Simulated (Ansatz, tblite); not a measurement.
# The cluster Si₂S₂−: spin-state energies by level, part 2 of 2

Aim: set other spin states of the cluster Si₂S₂− against its doublet, on many levels of theory.

Ansatz 0.2.0, Gaussian basis; as each input shows.

### 15 Quartet, B3LYP-D4/6-31G

Contents of in.yaml:

```yaml
crystal:
  periodic: [false, false, false]
  atoms:
    - {symbol: Si, position_ang: [-0.121478, 1.378043, -0.167724]}
    - {symbol: Si, position_ang: [0.129173, -1.382151, -0.122267]}
    - {symbol: S, position_ang: [-1.678810, -0.150742, 0.102710]}
    - {symbol: S, position_ang: [1.671114, 0.154851, 0.187272]}
basis:
  gaussian: {orbitals: 6-31G}
total_charge: -1
magnetization: {spin_polarized: true, initial_magnetization: 3}
hamiltonian: {xc: {name: B3LYP}, dispersion: d4}
scf: {omitted_lower_state_checks: [starts]}
output: {orbitals: {seedname: orbitals}}
```

Launch:

```console
> ansatz run in.yaml --threads 4 --pin off --events-out ev --progress --plain --max-ram 3916MiB
```

The program printed, shortened:

```text
Functional definition: B3LYP
  name "B3LYP"
  cite "Stephens, Devlin, Chabalowski & Frisch, J. Phys. Chem. 98, 11623 (1994) doi:10.1021/j100096a001"
  cite "Becke, Phys. Rev. A 38, 3098 (1988) doi:10.1103/PhysRevA.38.3098"
  cite "Lee, Yang & Parr, Phys. Rev. B 37, 785 (1988) doi:10.1103/PhysRevB.37.785"
  cite "Vosko, Wilk & Nusair, Can. J. Phys. 58, 1200 (1980) doi:10.1139/p80-159"
[...]
560 factors; integrals over basis functions are off by at most 1.1e-4 eV
[...]
mean field -37423.59957809 eV, -1375.2919178680 hartree, gradient 1.5e-5 eV, S^2 3.753873; 0 other end points of the search recorded, 0 dependent functions left out
reference -37423.59978858 eV, -1375.2919256032 hartree; 32, 29 occupied and 20, 23 virtual orbitals, 560 factors
Total energy: -37424.03301716 eV, -1375.3078464601 hartree
Checks for a lower state left out: starts
```

Wall time 1.2 s (4 threads of Intel Xeon at 2.50GHz, shared host).

From the report: HOMO 0.77 eV, LUMO 0.41 eV (over both spins; with the spin held, an empty level of the minority spin lies below the top filled one); ⟨S²⟩ 3.754 (pure: 3.75). Doubts: highest occupied level lies above zero.

### 16 Quartet, CCSD(T)/def2-TZVPPD

Changes to in.yaml since step 15:

```diff
@@ -8,7 +8,7 @@
 basis:
-  gaussian: {orbitals: 6-31G}
+  gaussian: {orbitals: "def2-TZVPPD.json", initial_orbitals: start.molden}
 total_charge: -1
 magnetization: {spin_polarized: true, initial_magnetization: 3}
-hamiltonian: {xc: {name: B3LYP}, dispersion: d4}
-scf: {omitted_lower_state_checks: [starts]}
+correlation: {method: ccsd_t}
+scf: {omitted_lower_state_checks: [starts, cluster_reference]}
 output: {orbitals: {seedname: orbitals}}
```

Launched as before.

The program printed, shortened:

```text
Functional definition: HF
  name "HF"
  cite "Fock, Z. Phys. 61, 126 (1930) doi:10.1007/BF01340294"
  parent pbe
[...]
1176 factors; integrals over basis functions are off by at most 1.1e-3 eV
[...]
mean field -37361.10753945 eV, -1372.9953778066 hartree, gradient 2.7e-6 eV, S^2 3.809339; 0 other end points of the search recorded, 0 dependent functions left out
20 core orbitals not correlated: weight in the atoms' cores, before any rotation towards them, 1.000 or more for the frozen orbitals, at most 0.000 for the correlated occupied ones
reference -37361.10753945 eV, -1372.9953778066 hartree; 12, 9 occupied and 166, 169 virtual orbitals, 1176 factors
second order -14.64975815 eV of doubles, -0.00000000 eV of singles
cycle   1  -15.02066529 eV  change   -3.7e-1 eV  update   1.4e-1
[...]
cycle  14  -15.69911678 eV  change   -1.4e-5 eV  update   2.5e-5
perturbative correction -1.07976739 eV, -0.0396807196 hartree
Total energy: -37377.88642362 eV, -1373.6119904266 hartree
Checks for a lower state left out: starts, cluster_reference
```

Run time: 51 s. Hardware: 4 threads of Intel Xeon at 2.50GHz, shared host; peak memory 3.1 GiB.

From the report: Hartree-Fock HOMO -1.68 eV, LUMO 3.48 eV (over both spins); ⟨S²⟩ 3.809 (pure: 3.75); T1 0.040.

### 17 Quartet, MP2/def2-TZVPD

Changes to in.yaml since step 16:

```diff
@@ -8,7 +8,7 @@
 basis:
-  gaussian: {orbitals: "def2-TZVPPD.json", initial_orbitals: start.molden}
+  gaussian: {orbitals: def2-TZVPD, initial_orbitals: start.molden}
 total_charge: -1
 magnetization: {spin_polarized: true, initial_magnetization: 3}
-correlation: {method: ccsd_t}
-scf: {omitted_lower_state_checks: [starts, cluster_reference]}
+correlation: {method: mp2}
+scf: {omitted_lower_state_checks: [starts]}
 output: {orbitals: {seedname: orbitals}}
```

The command is unchanged.

The program printed, shortened:

```text
Functional definition: HF
  name "HF"
  cite "Fock, Z. Phys. 61, 126 (1930) doi:10.1007/BF01340294"
  parent pbe
[...]
1088 factors; integrals over basis functions are off by at most 1.1e-3 eV
[...]
mean field -37361.09841928 eV, -1372.9950426466 hartree, gradient 9.9e-6 eV, S^2 3.809157; 0 other end points of the search recorded, 0 dependent functions left out
20 core orbitals not correlated: weight in the atoms' cores, before any rotation towards them, 1.000 or more for the frozen orbitals, at most 0.000 for the correlated occupied ones
reference -37361.09841928 eV, -1372.9950426466 hartree; 12, 9 occupied and 146, 149 virtual orbitals, 1088 factors
second order -14.43592907 eV of doubles, -0.00000000 eV of singles
Total energy: -37375.53434835 eV, -1373.5255532548 hartree
Checks for a lower state left out: starts
```

Run time: 7 s. Hardware: 4 threads of Intel Xeon at 2.50GHz, shared host.

From the report: Hartree-Fock HOMO -1.68 eV, LUMO 3.48 eV (over both spins); ⟨S²⟩ 3.809 (pure: 3.75).

### 18 Quartet, RPA/def2-TZVPD

Changes to in.yaml since step 17:

```diff
@@ -11,4 +11,4 @@
 magnetization: {spin_polarized: true, initial_magnetization: 3}
-correlation: {method: mp2}
+hamiltonian: {xc: pbe}
+correlation: {method: rpa}
 scf: {omitted_lower_state_checks: [starts]}
-output: {orbitals: {seedname: orbitals}}
```

The command is unchanged.

The program printed, shortened:

```text
Functional definition: PBE
  name "PBE"
  cite "Perdew, Burke & Ernzerhof, Phys. Rev. Lett. 77, 3865 (1996) doi:10.1103/PhysRevLett.77.3865"
  parent pbe
[...]
1088 factors; integrals over basis functions are off by at most 1.1e-3 eV
[...]
mean field -37411.21740690 eV, -1374.8368814697 hartree, gradient 3.1e-6 eV, S^2 3.757369; 0 other end points of the search recorded, 0 dependent functions left out
20 core orbitals not correlated: weight in the atoms' cores, before any rotation towards them, 1.000 or more for the frozen orbitals, at most 0.000 for the correlated occupied ones
reference -37359.58307827 eV, -1372.9393548916 hartree; 12, 9 occupied and 146, 149 virtual orbitals, 1088 factors
Total energy: -37384.47968591 eV, -1373.8542883469 hartree
Checks for a lower state left out: starts
```

Run time: 6.5 s. Hardware: 4 threads of Intel Xeon at 2.50GHz, shared host.

⟨S²⟩ 3.757 (pure: 3.75).

### 19 Fields of the quartet

The fields below are evaluated on a grid from the run's orbitals.

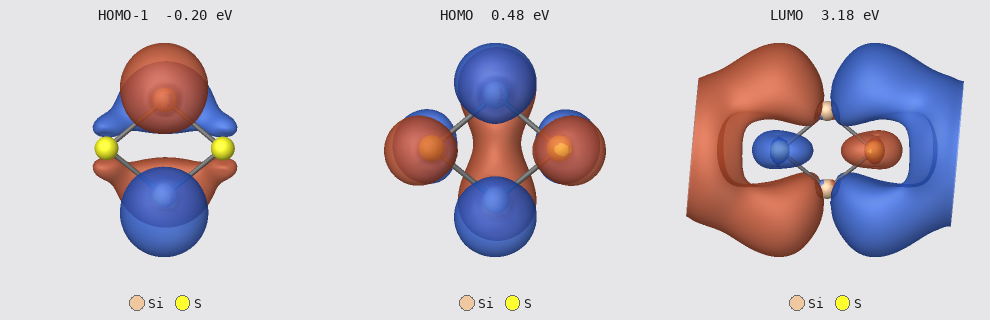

PBE0-D4/def2-TZVPD orbitals (alpha spin) near the gap, drawn at the value that encloses 70 % of each; the two colours are the two signs. The LUMO is diffuse and is cut off by the edge of the grid.

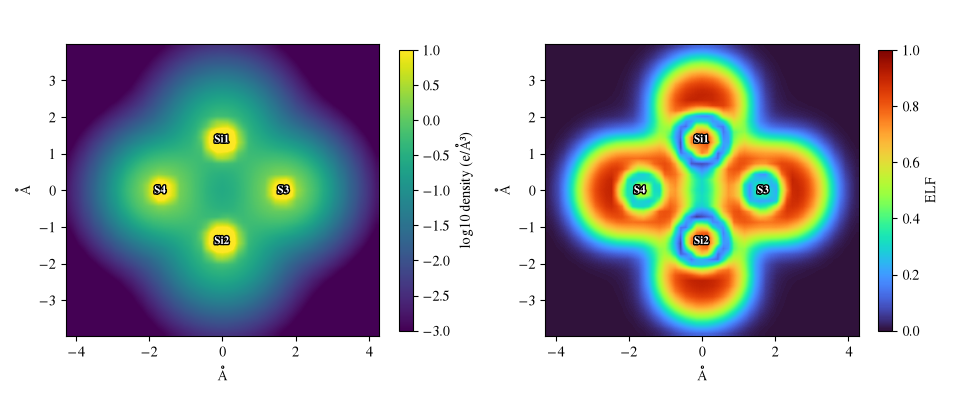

Density (left) and ELF (right) in a plane through or near 4 of the atoms.

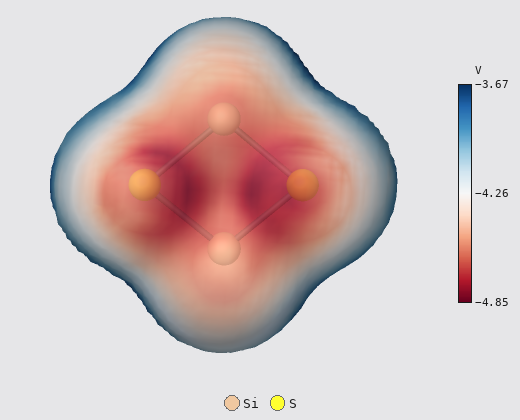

The potential that a unit positive charge feels on the 0.002 e/bohr³ surface, from -4.85 V near S3 to -3.67 V near Si1.

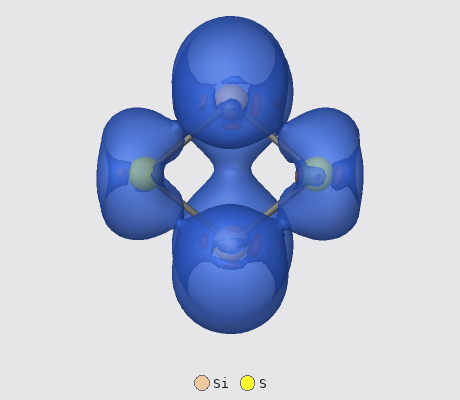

Spin density at ±0.02 e/Å³ (alpha excess blue, beta excess red).

### 20 Quartet less doublet

The doublet's energies are those of its earlier runs, whose logs aren't repeated here.

Differences are taken before rounding.

| method | quartet less doublet (eV) | from CCSD(T)/def2-TZVPPD (eV) | time |
| --- | --- | --- | --- |
| GFN1-xTB | 2.853 | +0.783 | 0.023 s |
| GFN2-xTB | 2.283 | +0.213 | 0.03 s |
| HF/6-31G | 1.699 | -0.372 | 1.7 s |
| HF/def2-TZVPD | 1.630 | -0.440 |  |
| HF/def2-TZVPPD | 1.631 | -0.440 |  |
| PBE-D4/def2-TZVPD | 1.971 | -0.099 | 8.4 s |
| r2SCAN-D4/def2-TZVPD | 1.863 | -0.208 | 18 s |
| r2SCANh-D4/def2-TZVPD | 1.852 | -0.219 | 23 s |
| B3LYP-D4/6-31G | 2.181 | +0.110 | 2.6 s |
| PBE0-D4/def2-TZVPD | 1.946 | -0.124 | 17 s |
| BHLYP-D4/def2-TZVPD | 2.054 | -0.017 | 17 s |
| LC-ωPBE/def2-TZVPD | 1.909 | -0.162 | 23 s |
| B2PLYP/def2-TZVPD | 2.081 | +0.010 | 18 s |
| PBE-QIDH/def2-TZVPD | 1.968 | -0.103 | 21 s |
| RPA/def2-TZVPD | 2.072 | +0.002 | 13 s |
| MP2/def2-TZVPD | 2.167 | +0.096 | 14 s |
| MP2/def2-TZVPPD | 2.175 | +0.105 |  |
| CCSD/def2-TZVPPD | 2.061 | -0.009 |  |
| CCSD(T)/def2-TZVPPD | 2.071 | 0 | 1.8 min |

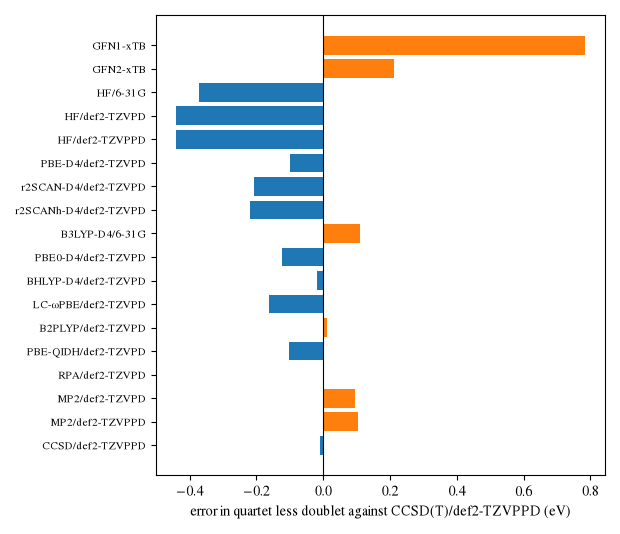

How far each level lands from CCSD(T)/def2-TZVPPD.

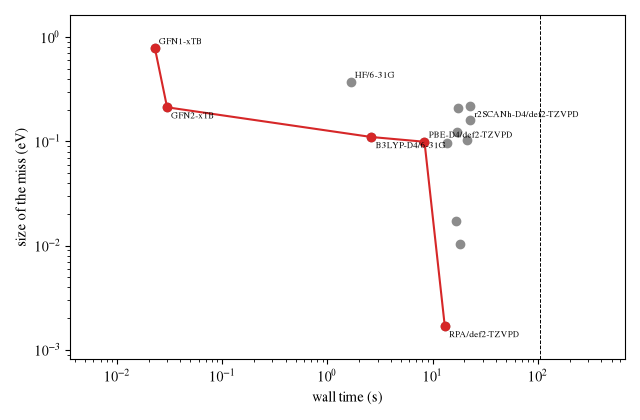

Accuracy for the time spent; red marks the levels that beat every quicker one drawn (of those quicker than the yardstick), and the dashed line is the time of CCSD(T)/def2-TZVPPD. Only those levels and the largest misses are named. Times are from a shared host.

Times add the two runs; a level without a time comes out of a correlated run. Tight binding without a spin term can't rank spin states.

### 21 Outcome

This closing draws on all 2 parts.

```
                                       quantity                                      value
quartet less doublet, functionals in def2-TZVPD  +1.852 (r2SCANh-D4) to +2.081 eV (B2PLYP)
      quartet less doublet, CCSD(T)/def2-TZVPPD                                  +2.071 eV
```

In words: All functionals put the quartet above the doublet, over a spread of 0.229 eV; CCSD(T)/def2-TZVPPD gives +2.071 eV. The checks for a lower quartet were left out, so another state of that spin may lie lower. The reference is CCSD(T) in one finite basis, so it carries an error of its own, often a tenth of an eV or more, and near misses can't be ranked. These are electronic energies, without zero-point motion, entropy or surroundings.

The anion's highest level is positive in at least one run, so there the basis alone may hold the extra electron.

RPA/def2-TZVPD reaches 0.002 eV from the reference in 13 s, where CCSD(T)/def2-TZVPPD took 1.8 min; the quickest level in the cost chart, GFN1-xTB, takes 0.023 s and misses by 0.783 eV. Misses under about a tenth of an eV are within the doubt on the reference, and times differ also by how widely each run searched for its state.
